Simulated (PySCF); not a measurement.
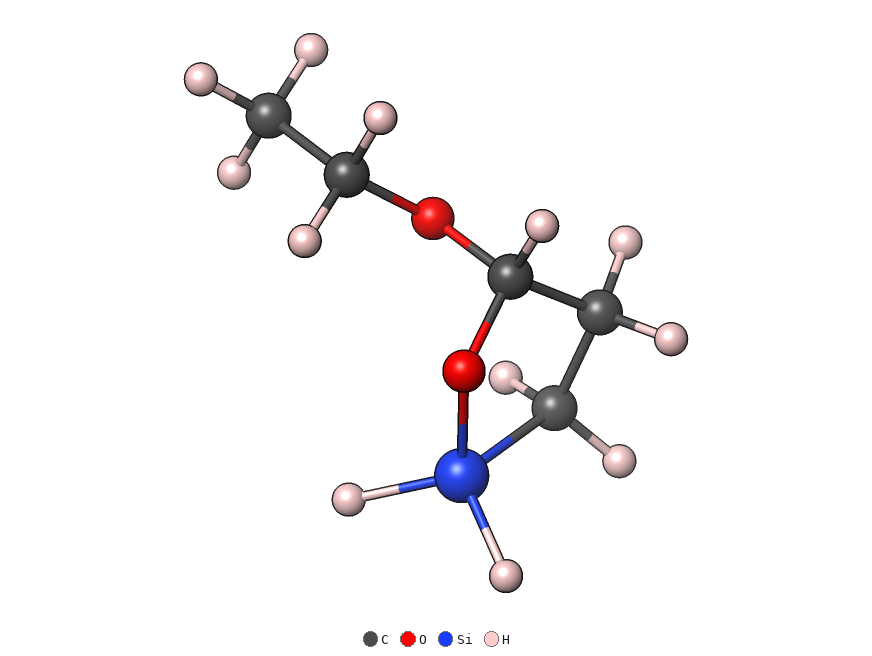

Rendered structure (ball-and-stick style). Every bond is drawn as one stick, whatever its order.

Computed geometry: PBE0-D3(BJ)/def2-SVP optimisation. No frequency run is at hand to confirm it as a minimum.

Identify the structure.

The molecule is C5H12O2Si. SMILES: `CCO[C@@H]1CC[SiH2]O1`. Independent rings (smallest set): 1 of 5 members. Among its groups: ether, Si–H bond, Si–O bond. This geometry has C1 symmetry. Coordination, clear cases only: 5 C tetrahedral; 2 O bent.

The parts below concern this one geometry. Atoms keep their numbers from picture to picture.

### Core levels

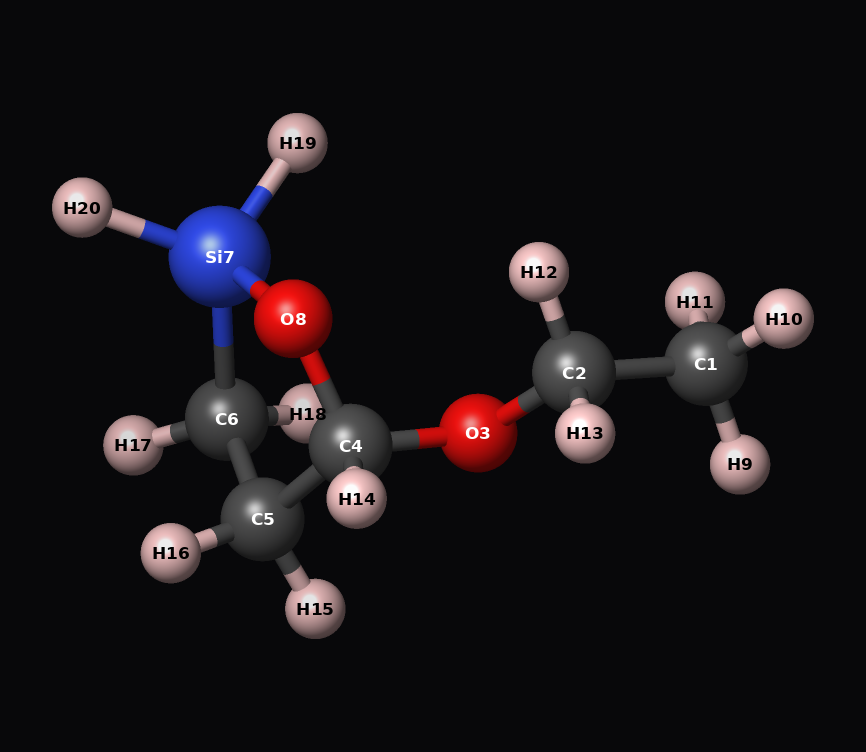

No frequency run is at hand to confirm it as a minimum. Level of theory: delta-SCF UKS SCAN, pcX-2 on the ionised atom, pcseg-1 elsewhere, spin-free X2C (PySCF 2.14.0).

Give the core-electron binding energies (to vacuum; p and d levels without spin–orbit splitting) of C1 1s, C2 1s, O3 1s, C4 1s, C5 1s, C6 1s, Si7 1s, Si7 2p, O8 1s.

```tsv
atom	level	binding energy (eV)
C1	1s	290.7
C2	1s	291.9
O3	1s	538.1
C4	1s	293.3
C5	1s	290.7
C6	1s	290.2
Si7	1s	1846.8
Si7	2p	107.2
O8	1s	537.6
```

### NMR shielding

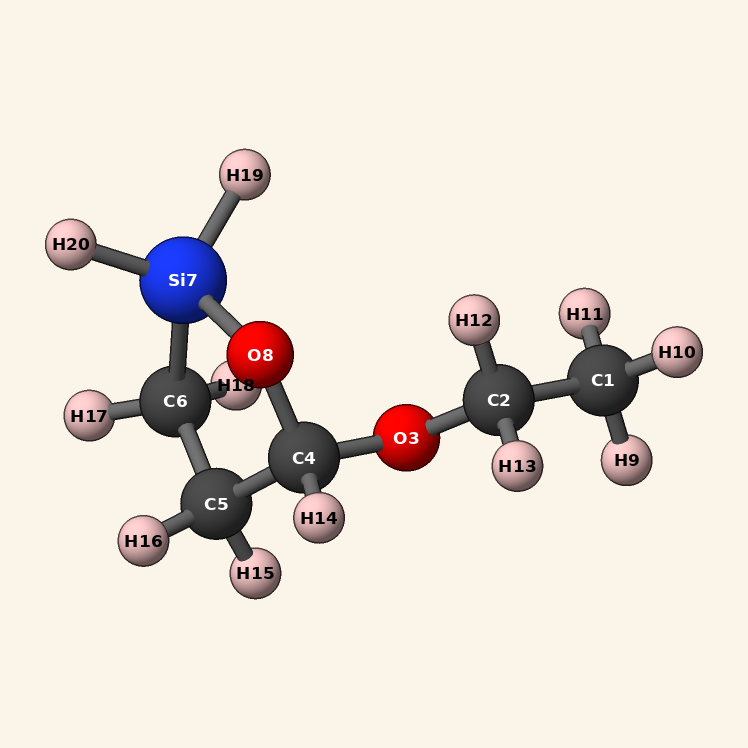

No frequency run is at hand to confirm it as a minimum. Method: GIAO mPW1PW91/pcSseg-1 NMR shielding, non-relativistic, gas phase (PySCF 2.14.0). Principal shieldings σ11 ≤ σ22 ≤ σ33, span Ω = σ33 − σ11, skew κ = 3(σiso − σ22)/Ω.

Which C atom has the most anisotropic shielding?

Answer. C2, with a span of 77 ppm.

Give the shielding tensors of the C atoms.

| atom | σ11 | σ22 | σ33 | σiso | Ω | κ |
| --- | --- | --- | --- | --- | --- | --- |
| C1 | 152.4 | 164.0 | 182.8 | 166.4 | 30.4 | 0.24 |
| C2 | 87.9 | 109.1 | 164.8 | 120.6 | 76.9 | 0.45 |
| C4 | 59.2 | 80.2 | 98.9 | 79.4 | 39.7 | −0.06 |
| C5 | 130.9 | 144.4 | 170.6 | 148.6 | 39.7 | 0.32 |
| C6 | 162.6 | 176.0 | 195.0 | 177.9 | 32.4 | 0.17 |

Shieldings and span in ppm.

### Electronic properties

No frequency run is at hand to confirm it as a minimum. Level of theory: PBE0/pcSseg-1 in cyclohexane (IEF-PCM) (PySCF 2.14.0).

Estimate the dipole moment.

Answer. 0.86 D.

Estimate the LUMO energy (Kohn–Sham orbital).

Answer. 0.69 eV.

Give the HOMO energy (Kohn–Sham orbital) at this level.

Answer. −7.73 eV.

### Ring current

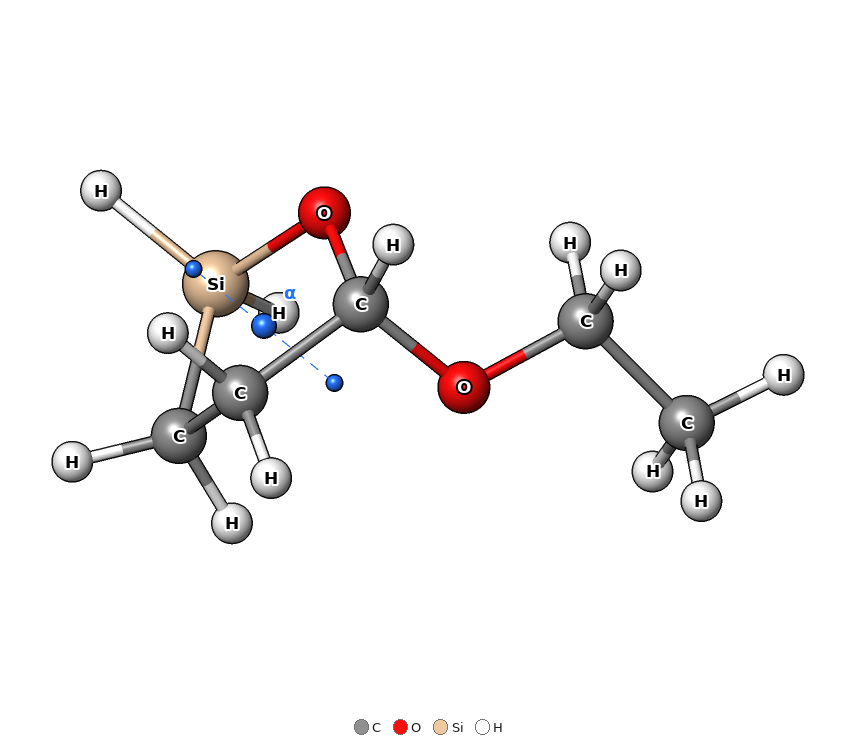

The small points mark where nucleus-independent chemical shifts (NICS) were computed: at the centre of each lettered ring and 1 Å above and below it. No frequency run is at hand to confirm it as a minimum. Properties computed with GIAO PBE0/pcSseg-1 NMR shielding, non-relativistic, IEF-PCM cyclohexane (PySCF 2.14.0).

Give NICS(0), NICS(1) and the out-of-plane component NICS(1)zz for each ring (means of the two sides).

```csv
ring,members,NICS(0),NICS(1),NICS(1)zz
α,C3OSi,−6.4,−3.6,−4.9
```

Values in ppm.

What do the values say about the ring currents?

Answer. Ring α: weak, as in a non-aromatic ring. NICS is one index among several.
